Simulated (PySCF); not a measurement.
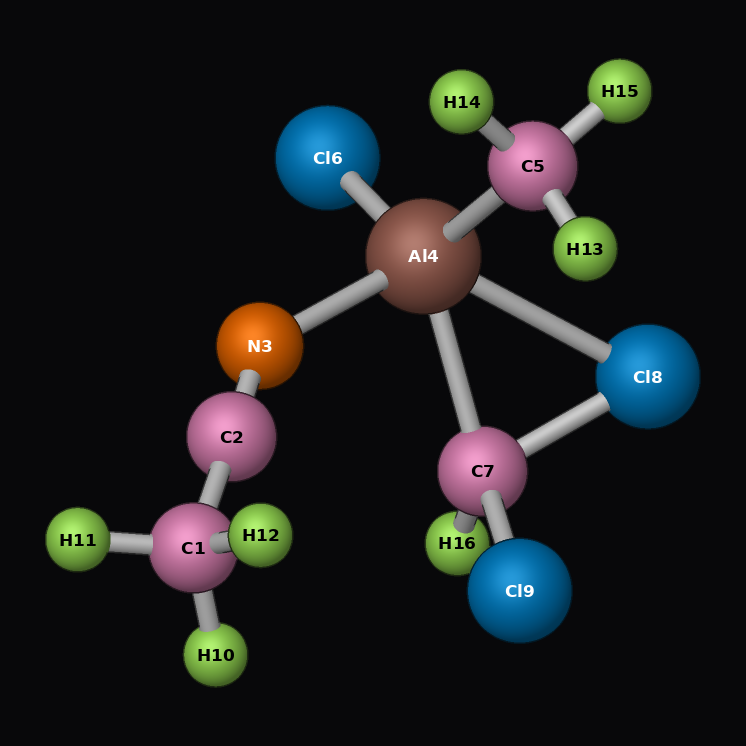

The computed structure is the end point of a GFN2-xTB optimisation. No frequency run is at hand to confirm it as a minimum. Method: GIAO PBE0/pcSseg-1 NMR shielding, non-relativistic, gas phase (PySCF 2.14.0). Principal shieldings σ11 ≤ σ22 ≤ σ33, span Ω = σ33 − σ11, skew κ = 3(σiso − σ22)/Ω.

Give the shielding tensors of the Al atoms.

```
atom    σ11    σ22    σ33   σiso      Ω     κ
 Al4  365.5  436.1  623.0  474.9  257.5  0.45
```

Shieldings and span in ppm.

The geometry is semi-empirical. Around Al such bond lengths and angles can be off by a tenth of an ångström or more and by several degrees, and values that hang on the shape move with them.
